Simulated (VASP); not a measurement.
Band structure of Cu (fcc). Level of theory: PW91 GGA, VASP's PBE PAW potentials (set 64) (plane waves; VASP).

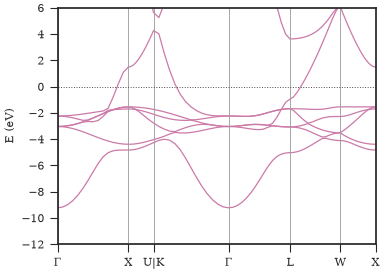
Figure: Bands along high-symmetry lines, zero at the valence-band maximum or, without a gap, the Fermi level

### Question
Read the plot: is there a gap, and where are the band edges?

### Answer
It has no gap at this level: it comes out as a metal or semimetal. (Edges off the drawn lines would not show.)

The compound is Cu in the fcc structure. It was relaxed first.
